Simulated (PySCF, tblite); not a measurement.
# C3H12Si2: geometry, infrared bands and NMR shifts

Wanted: the infrared bands and NMR shifts of C3H12Si2 (`CC[SiH2][SiH2]C`), by calculation.

Programs: tblite 0.8.0 and PySCF 2.14.0, with density-fitted response routines of our own. Each step states its level of theory. These are calculated values for one molecule in the gas phase, unless marked as measured. Atoms count from 0, in the outputs and in this text.

## (1) The molecule as given

17 atoms, charge 0, multiplicity 1; geometry from: force field or distance geometry start.

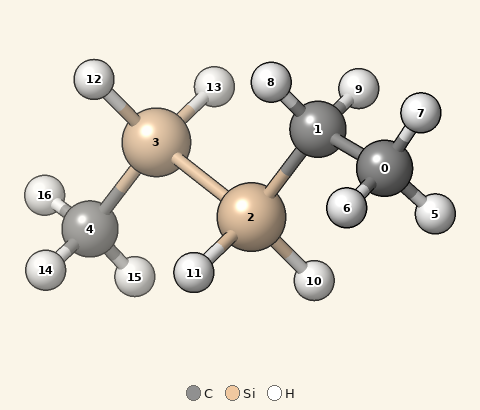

The starting geometry (carbon grey, silicon light orange, hydrogen white), atoms numbered; sticks join atoms by distance.

## (2) Geometry optimisation with GFN2-xTB

What the job is given:

```
{"job": {"kind": "relax", "xc": "GFN2-xTB", "basis": "xTB"}, "charge": 0, "multiplicity": 1}
C      3.040100     0.085400     0.221100
C      1.723200    -0.284000    -0.481200
Si     0.180100     0.298400     0.380200
Si    -1.668400    -0.374500    -0.855600
C     -3.211300     0.196000    -0.007600
H      3.076900    -0.330500     1.230800
H      3.144400     1.178500     0.295500
H      3.891400    -0.293600    -0.340200
H      1.755000     0.109700    -1.490200
H      1.684500    -1.381300    -0.560300
H      0.098100    -0.261700     1.751100
H      0.181400     1.782800     0.484700
H     -1.594600     0.177700    -2.213700
H     -1.669200    -1.866500    -0.959100
H     -3.240700     1.297800     0.065800
H     -3.301800    -0.211500     1.008000
H     -4.095900    -0.110600    -0.572600
```

Run with:

```bash
> OMP_NUM_THREADS=1 python probes_run.py task.json out
```

This one command runs all jobs of the session in turn.

**Question.** This job is followed by: GFN2-xTB harmonic vibrations, gas phase; GIAO PBE0/pcSseg-1 NMR shielding, non-relativistic, gas phase. What will the session give for the following? strongest single infrared mode (GFN2-xTB); zero-point energy (GFN2-xTB); 13C shifts against TMS (PBE0/pcSseg-1); 1H shifts against TMS (PBE0/pcSseg-1, means over atoms taken as alike); 29Si shifts against TMS (PBE0/pcSseg-1).

The runs gave:

```
                                                              quantity                             value
                             strongest single infrared mode (GFN2-xTB)             2174 cm⁻¹, 864 km/mol
                                          zero-point energy (GFN2-xTB)                     84.1 kcal/mol
                                13C shifts against TMS (PBE0/pcSseg-1)               15.1, 5.7, -9.3 ppm
1H shifts against TMS (PBE0/pcSseg-1, means over atoms taken as alike)  3.91, 3.75, 1.24, 0.68, 0.14 ppm
                               29Si shifts against TMS (PBE0/pcSseg-1)                  -66.6, -79.6 ppm
```

Relaxing lowered the energy by 0.116 eV in 34 steps; the close pair that moved most is Si3–C4, from 1.851 to 1.899 Å. All 45 modes are real, so the xTB geometry is a minimum. The strongest single mode, at 2174 cm⁻¹, is carried by H13, H12, H11, H10. Unscaled tight-binding wavenumbers are off by several per cent, some by more. Its intensities can rank the bands wrongly. At PBE0/pcSseg-1: The widest tensor belongs to Si2: span 94 ppm, with a paramagnetic part of -467 ppm.
